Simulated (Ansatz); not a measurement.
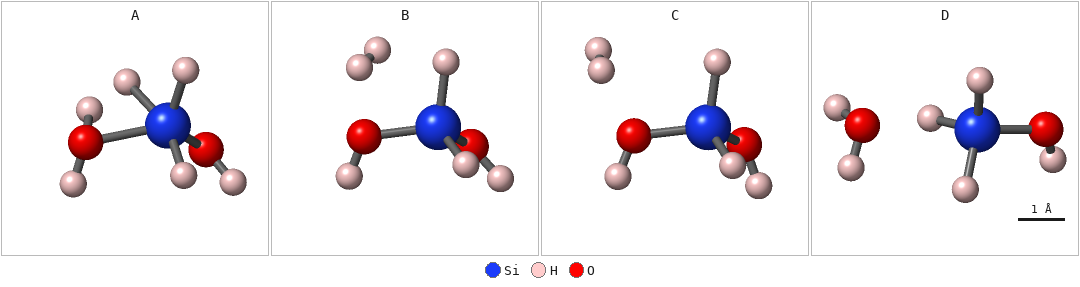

4 geometries from a converged minimum-energy path of SiH6O2, made up of SiH4O and H$_{2}$O, shuffled. The picture is a ball-and-stick view, seen from a free direction.

These are results of Ansatz, RKS CAM-B3LYP/6-31G*, not measurements. Set-up: 7 movable images; climbing image; force threshold 0.03 eV/Å; iteration limit 60; starting path through a guess of the saddle point.

**Which frame is the top of the path?**

A. In order along the path, whose images run from 0 to 8: D (image 0, 0.0 kcal/mol), A (image 3, +37.2 kcal/mol), B (image 5, −18.9 kcal/mol), C (image 6, −19.8 kcal/mol). Breaking: H–O (0.97 → 2.49 Å), H–Si (1.49 → 4.72 Å). Forming: H–H (2.64 → 0.75 Å), O–Si (2.85 → 1.66 Å).

Limits of the set-up: the start holds two separate molecules, 2.6 Å apart at their closest, whose relative position is a soft coordinate and is computed without a dispersion correction.

Cost: 5.4 min on 2 threads of AMD EPYC 7R43 64-Core Processor (Zen 3), with other jobs on the host, peak memory 0.14 GiB.
